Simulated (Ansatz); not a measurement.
## Nudged elastic band, with input and output: BSiNH8O (part 2 of 2)

Continued. System: BSiNH8O. Method: RHF/6-31G* (Ansatz 0.2.0). It belongs to a series of runs on one base structure; here: band between the two ends.

Geometry of the input (Å):
```
B  -0.0091  -0.4038  -0.4224
H  0.2718  -1.1495  0.4681
H  0.8251  0.1780  -1.0378
O  -1.2900  -0.2798  -0.8412
H  -1.9023  -0.7985  -0.3393
N  -0.2264  1.8796  1.3414
H  -0.8543  2.1647  0.6171
Si 1.2117  2.8119  1.6115
H  2.0826  2.0541  2.5310
H  1.8771  3.0144  0.3117
H  0.9822  4.1464  2.2151
H  -0.7448  1.5612  2.1347
```

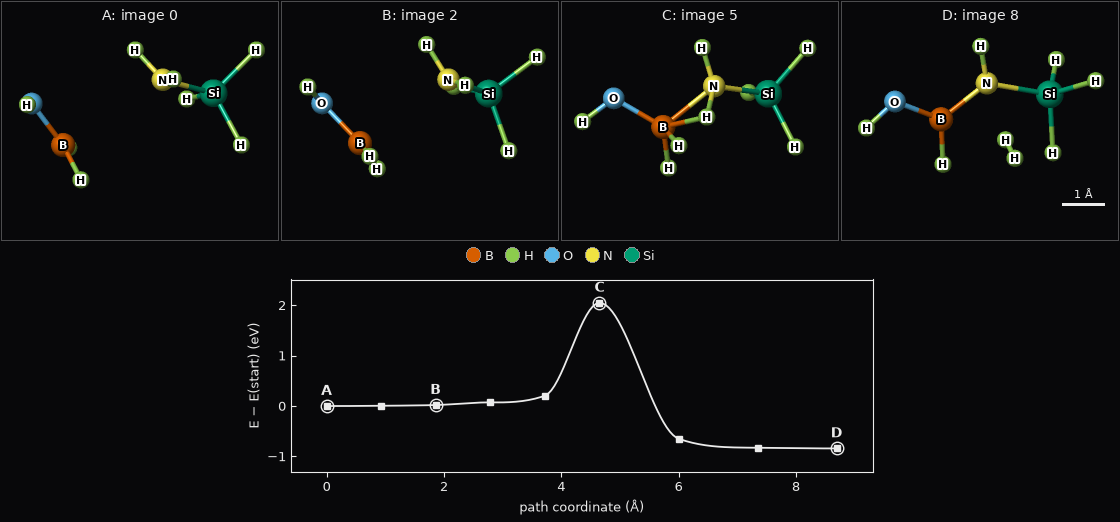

Images of the last band (counted from 0; ball-and-stick, seen at a tilt) above the energy along the path; the line is a cubic interpolation that uses the forces. The highest image is number 5, 2.048 eV above the start and 2.890 eV above the end (the climbing image); the end lies 0.841 eV below the start. The path is 8.70 Å long. The band converged in 25 iterations.

```
Total energy: -12178.00127798 eV, -447.5332924201 hartree
Atom 0 at    -0.191408     0.302996     0.206745 Å, force    -0.038563     0.000479    -0.018045 eV/Å
Atom 1 at    -0.373638    -0.525308     1.354562 Å, force     0.002604    -0.001953    -0.006819 eV/Å
Atom 2 at     0.891978    -0.034743    -0.175131 Å, force    -0.000143     0.001861    -0.002906 eV/Å
Atom 3 at    -1.318271     0.246008    -0.603276 Å, force     0.032118    -0.001179     0.018365 eV/Å
Atom 4 at    -1.294391    -0.475651    -1.213364 Å, force     0.000217     0.000477     0.000902 eV/Å
Atom 5 at    -0.179426     1.627281     1.081700 Å, force    -0.016115    -0.027767    -0.003635 eV/Å
Atom 6 at    -1.077606     2.074136     1.055149 Å, force     0.001089     0.007718     0.002211 eV/Å
Atom 7 at     1.223656     2.659409     1.261214 Å, force     0.013911     0.015602     0.008933 eV/Å
Atom 8 at     2.302824     1.871926     1.878831 Å, force    -0.000332     0.001673    -0.000144 eV/Å
Atom 9 at     1.691796     3.182558    -0.035540 Å, force     0.002293    -0.003770    -0.000019 eV/Å
Atom 10 at     0.863271     3.789350     2.136929 Å, force    -0.000723    -0.000767    -0.004725 eV/Å
Atom 11 at    -0.315186     0.460539     1.642178 Å, force     0.003643     0.007626     0.005883 eV/Å
Dipole moment:     0.012628     0.092511     0.081277 e Å
this run last wrote the band of iteration 25 to [file]
```

The last band as extended XYZ (Å, eV, eV/Å):
```
12
Properties=species:S:1:pos:R:3:forces:R:3 image=0 energy=-12180.04973
B    -0.0091   -0.4038   -0.4224   -0.0278   0.0039  -0.0080
H     0.2718   -1.1495    0.4681   -0.0040   0.0075  -0.0134
H     0.8251    0.1780   -1.0378   -0.0096  -0.0093   0.0093
O    -1.2900   -0.2798   -0.8412    0.0187  -0.0137   0.0186
H    -1.9023   -0.7985   -0.3393    0.0232   0.0105  -0.0065
N    -0.2264    1.8796    1.3414   -0.0014  -0.0014  -0.0076
H    -0.8543    2.1647    0.6171   -0.0010   0.0017  -0.0006
Si    1.2117    2.8119    1.6115    0.0254   0.0070   0.0040
H     2.0826    2.0541    2.5310   -0.0160   0.0150  -0.0167
H     1.8771    3.0144    0.3117   -0.0122  -0.0043   0.0255
H     0.9822    4.1464    2.2151    0.0036  -0.0181  -0.0086
H    -0.7448    1.5612    2.1347    0.0013   0.0012   0.0040
12
Properties=species:S:1:pos:R:3:forces:R:3 image=1 energy=-12180.04456
B     0.0223   -0.4194   -0.2657    0.0044  -0.0044   0.0036
H    -0.0140   -1.1329    0.6923    0.0020  -0.0025  -0.0026
H     1.0486    0.0086   -0.6844   -0.0008   0.0027  -0.0023
O    -1.0945   -0.1866   -0.9932   -0.0081   0.0048  -0.0074
H    -1.8671   -0.6001   -0.6373   -0.0002  -0.0048   0.0063
N    -0.2648    1.8520    1.3806    0.0032   0.0087   0.0072
H    -0.9714    2.1639    0.7453    0.0030  -0.0005  -0.0025
Si    1.1873    2.7969    1.5119   -0.0038  -0.0035  -0.0031
H     2.2106    1.9887    2.1990   -0.0005   0.0009   0.0045
H     1.6221    3.1412    0.1479    0.0025  -0.0002   0.0020
H     1.0319    4.0577    2.2744    0.0000   0.0003  -0.0014
H    -0.6873    1.5082    2.2193   -0.0016  -0.0015  -0.0043
12
Properties=species:S:1:pos:R:3:forces:R:3 image=2 energy=-12180.03033
B     0.0176   -0.3585   -0.1149   -0.0046  -0.0006  -0.0269
H    -0.3334   -1.0620    0.7863    0.0019  -0.0101  -0.0090
H     1.1653   -0.0987   -0.2833   -0.0052  -0.0085  -0.0145
O    -0.8563    0.0023   -1.0879    0.0097  -0.0315   0.0314
H    -1.7362   -0.3040   -0.9254   -0.0079   0.0007  -0.0154
N    -0.2824    1.7574    1.4379    0.0004   0.0082   0.0159
H    -1.0818    2.0931    0.9388    0.0054   0.0129  -0.0013
Si    1.1573    2.7367    1.3948   -0.0109   0.0064   0.0057
H     2.2619    1.9528    1.9735    0.0013   0.0020   0.0055
H     1.4302    3.0770   -0.0108    0.0021   0.0037   0.0056
H     1.0504    3.9995    2.1609    0.0070   0.0075   0.0017
H    -0.5690    1.3828    2.3202    0.0008   0.0092   0.0015
12
Properties=species:S:1:pos:R:3:forces:R:3 image=3 energy=-12179.97831
B    -0.0068    0.0136    0.1605    0.0015   0.0105  -0.0290
H    -0.3505   -0.8808    0.8963   -0.0153   0.0078  -0.0003
H     1.1753    0.0924   -0.0577   -0.0074  -0.0082   0.0122
O    -0.8228    0.3053   -0.9492   -0.0173  -0.0048   0.0130
H    -1.6647   -0.1195   -0.8913    0.0229  -0.0152  -0.0037
N    -0.2572    1.4928    1.2818    0.0088   0.0312  -0.0035
H    -1.0750    1.9197    0.8825   -0.0029  -0.0057   0.0080
Si    1.1607    2.5812    1.2630   -0.0167  -0.0186   0.0022
H     2.2784    1.8591    1.8794    0.0032   0.0006   0.0010
H     1.4198    2.9497   -0.1301    0.0075   0.0058  -0.0008
H     0.8695    3.7936    2.0534   -0.0019   0.0044   0.0036
H    -0.5031    1.1715    2.2013    0.0177  -0.0079  -0.0028
12
Properties=species:S:1:pos:R:3:forces:R:3 image=4 energy=-12179.84470
B    -0.1533    0.1054    0.2444    0.0206  -0.1225   0.0209
H    -0.3163   -0.7467    1.1041    0.0421  -0.1463  -0.1675
H     0.9602    0.0560   -0.2419    0.0438   0.0609  -0.0533
O    -1.2492    0.3112   -0.6552    0.0517   0.0311  -0.0278
H    -1.3376   -0.4264   -1.2406   -0.0343   0.0435  -0.0257
N    -0.2117    1.5243    1.2000   -0.0105  -0.0514   0.0722
H    -1.0575    1.9983    0.9262    0.0103  -0.0604  -0.0741
Si    1.2254    2.6057    1.2638   -0.0101  -0.0395   0.0119
H     2.3107    1.8378    1.8793    0.0053  -0.0214  -0.0002
H     1.5646    3.0658   -0.0848   -0.0839  -0.0693  -0.0294
H     0.8841    3.7628    2.1127    0.0088  -0.0205  -0.0100
H    -0.3957    1.0843    2.0820   -0.0439   0.3957   0.2830
12
Properties=species:S:1:pos:R:3:forces:R:3 image=5 energy=-12178.00128
B    -0.1914    0.3030    0.2067   -0.0386   0.0005  -0.0180
H    -0.3736   -0.5253    1.3546    0.0026  -0.0020  -0.0068
H     0.8920   -0.0347   -0.1751   -0.0001   0.0019  -0.0029
O    -1.3183    0.2460   -0.6033    0.0321  -0.0012   0.0184
H    -1.2944   -0.4757   -1.2134    0.0002   0.0005   0.0009
N    -0.1794    1.6273    1.0817   -0.0161  -0.0278  -0.0036
H    -1.0776    2.0741    1.0551    0.0011   0.0077   0.0022
Si    1.2237    2.6594    1.2612    0.0139   0.0156   0.0089
H     2.3028    1.8719    1.8788   -0.0003   0.0017  -0.0001
H     1.6918    3.1826   -0.0355    0.0023  -0.0038   0.0000
H     0.8633    3.7894    2.1369   -0.0007  -0.0008  -0.0047
H    -0.3152    0.4605    1.6422    0.0036   0.0076   0.0059
12
Properties=species:S:1:pos:R:3:forces:R:3 image=6 energy=-12180.69807
B    -0.1571    0.6601   -0.1201    0.0077   0.1275  -0.1182
H    -0.5071   -0.8502    2.0003   -0.0356  -0.1211   0.2076
H     0.8701    0.0837   -0.3330   -0.0154   0.0535  -0.0793
O    -1.3306    0.2063   -0.6335   -0.0167   0.0003  -0.0093
H    -1.2392   -0.5781   -1.1521    0.0050  -0.0150   0.0153
N    -0.1530    1.8311    0.6781    0.0295   0.0616  -0.1330
H    -1.0532    2.2289    0.8601    0.0053   0.0454  -0.0493
Si    1.2472    2.7303    1.1720    0.0028   0.0277  -0.0243
H     2.2101    1.8764    1.8941   -0.0226  -0.0077  -0.0053
H     1.9443    3.3128    0.0097    0.0773   0.0566   0.0255
H     0.8025    3.8225    2.0584   -0.0143  -0.0056  -0.0025
H    -0.4105   -0.1453    2.1560   -0.0229  -0.2232   0.1728
12
Properties=species:S:1:pos:R:3:forces:R:3 image=7 energy=-12180.87880
B    -0.0970    0.7179   -0.2941    0.0035   0.0023  -0.0022
H    -0.6612   -1.1125    2.8605   -0.0021  -0.0058   0.0143
H     0.9177    0.1051   -0.4523    0.0011   0.0015  -0.0023
O    -1.2749    0.2516   -0.7902    0.0039  -0.0018  -0.0035
H    -1.1918   -0.5758   -1.2390   -0.0041   0.0024  -0.0017
N    -0.0869    1.9400    0.4182   -0.0006   0.0049  -0.0036
H    -0.9805    2.3867    0.4925    0.0007   0.0013  -0.0061
Si    1.2763    2.7846    1.0874    0.0002  -0.0003  -0.0019
H     2.2652    1.8132    1.5861    0.0014  -0.0014  -0.0054
H     1.9503    3.6621    0.1082   -0.0001   0.0058   0.0019
H     0.7976    3.6311    2.1972   -0.0001  -0.0026   0.0025
H    -0.6912   -0.4257    2.6157   -0.0038  -0.0064   0.0079
12
Properties=species:S:1:pos:R:3:forces:R:3 image=8 energy=-12180.89103
B    -0.0007    0.7025   -0.3977   -0.0007   0.0107  -0.0032
H    -0.9717   -0.9119    3.3895   -0.0026   0.0103  -0.0111
H     1.0247    0.1109   -0.5596   -0.0033   0.0004   0.0026
O    -1.1689    0.2221   -0.9057    0.0042  -0.0089  -0.0007
H    -1.0683   -0.5937   -1.3718   -0.0011   0.0053   0.0030
N    -0.0225    1.9170    0.3282   -0.0080  -0.0154  -0.0089
H    -0.9314    2.3342    0.3978    0.0069   0.0021   0.0031
Si    1.3032    2.7718    1.0542    0.0114   0.0074   0.0062
H     2.4942    1.9079    1.0004   -0.0098   0.0097  -0.0005
H     1.5951    4.0400    0.3533   -0.0028  -0.0104   0.0080
H     0.9946    3.1086    2.4589    0.0042  -0.0021  -0.0096
H    -1.0246   -0.4308    2.8424    0.0016  -0.0090   0.0112
```

Key numbers:

| quantity | value |
| --- | --- |
| outcome | converged |
| barrier, forward | 2.049 eV |
| barrier, backward | 2.890 eV |
| wall time | 3.5 min |
| peak memory | 0.15 GiB |

The order of the saddle point was not checked.
